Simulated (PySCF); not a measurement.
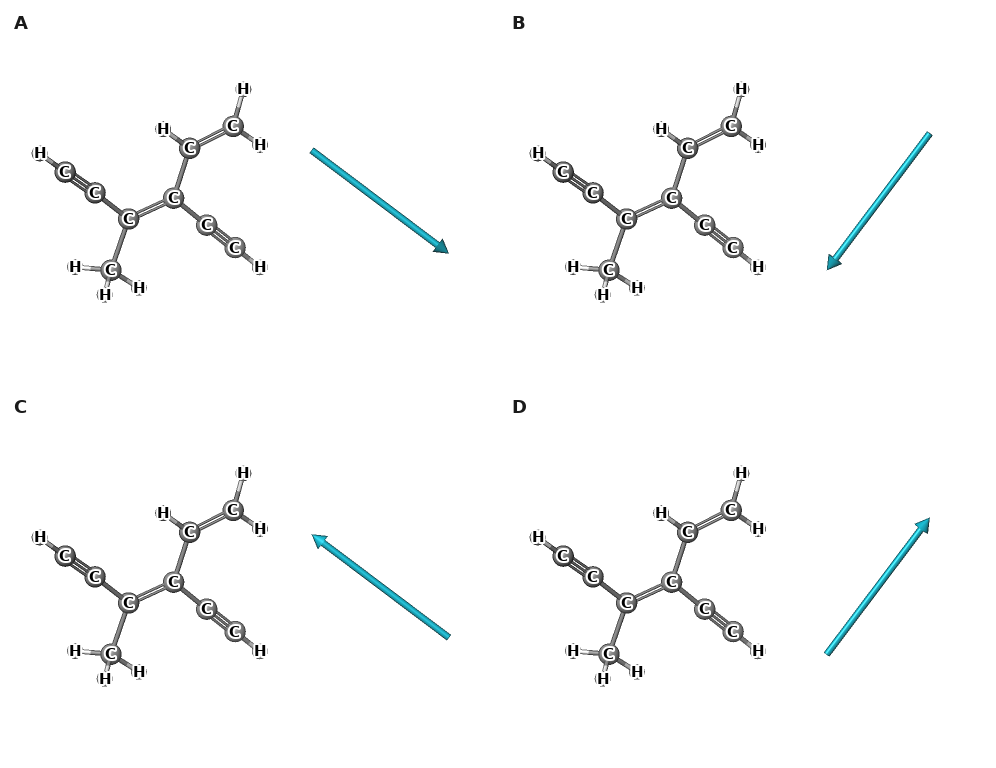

The same molecule four times, each with an arrow. The computed structure is the end point of a GFN2-xTB optimisation. No frequency run is at hand to confirm it as a minimum. Level of theory: PBE0/pcSseg-1, gas phase (PySCF 2.14.0).

Question: Which arrow points along the dipole moment, from the negative to the positive end?

Answer: B. The dipole moment is 0.35 D.
